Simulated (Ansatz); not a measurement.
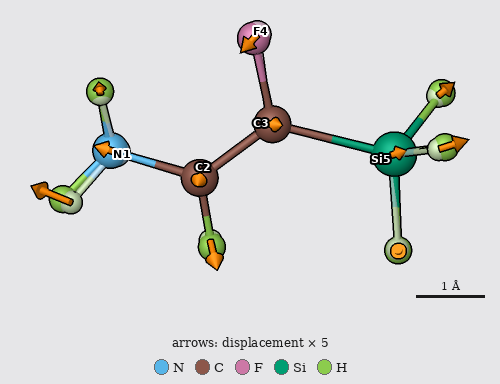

This is a relaxation of C$_{2}$H$_{6}$FNSi (coarse preliminary run). The starting structure is drawn faded, the final one solid; orange arrows show the displacements, 5 times their true length. The two geometries are superimposed by the best rigid fit.

A ball-and-stick model, seen at a tilt.

The start comes from a force field.

Computed with RKS PBE-D4/def2-SVP (Ansatz 0.2.0).

The input:
```yaml
crystal:
  periodic: [false, false, false]
  atoms:
    - {symbol: N, position_ang: [-1.541100, 1.508200, -0.258900]}
    - {symbol: C, position_ang: [-0.893100, 0.367100, -0.249900]}
    - {symbol: C, position_ang: [0.371700, 0.226800, 0.054800]}
    - {symbol: F, position_ang: [1.172600, 1.346100, 0.418900]}
    - {symbol: Si, position_ang: [1.321300, -1.373100, 0.051300]}
    - {symbol: H, position_ang: [-1.093400, 2.325500, 0.199500]}
    - {symbol: H, position_ang: [-2.526400, 1.469800, 0.047900]}
    - {symbol: H, position_ang: [-1.467700, -0.463800, -0.542500]}
    - {symbol: H, position_ang: [0.408800, -2.474000, -0.223000]}
    - {symbol: H, position_ang: [2.421000, -1.351000, -0.907600]}
    - {symbol: H, position_ang: [1.891700, -1.638600, 1.430100]}
basis:
  gaussian: {orbitals: def2-SVP}
hamiltonian: {xc: pbe, dispersion: d4}
relax: {f_tol: 0.03, max_steps: 200}
```

Command:
```bash
ansatz run in.yaml --threads 4 --pin off --events-out ev --progress --plain --max-ram 10444MiB
```

Which element moves most?

Hydrogen: up to 0.16 Å, against 0.08 Å for fluorine.

What did the optimiser do to the structure, and how much energy did it gain?

The energy falls by 0.409 eV in 5 geometry steps. The largest force component goes from 4 to 0.026 eV/Å. The atom that moves furthest after the best rigid fit is H7 (0.16 Å). Largest moves by element: H 0.16 Å, F 0.08 Å, N 0.07 Å, C 0.07 Å, Si 0.05 Å. Near-neighbour distances that change, for instance: N1–C2 1.312 → 1.378 Å, C2–C3 1.309 → 1.362 Å, C2–H8 1.052 → 1.101 Å, Si5–H10 1.459 → 1.506 Å. Bond angles that change, for instance: H6–N1–H7 108.0° → 114.1°, C2–C3–F4 121.3° → 116.5°, F4–C3–Si5 112.9° → 116.6°. Cost: 7 s on 4 threads of Arm Neoverse V2, on a shared host.
